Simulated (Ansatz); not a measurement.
Start from CdS in the zinc blende structure (space group F-43m, No. 216; a = 5.927 Å).

Modification: the cell is scaled by 1.0469 in all directions; the atoms relax in the strained cell.

Calculations: PBE/PAW in Ansatz (a first-principles code), without spin-orbit coupling, earlier PAW set.

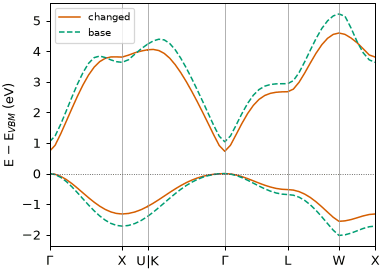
*Highest valence and lowest conduction band along the path, each from its own valence-band maximum*

The gap is 0.73 eV, direct at Γ; the base has 1.04 eV.

No phonon test of stability was made.
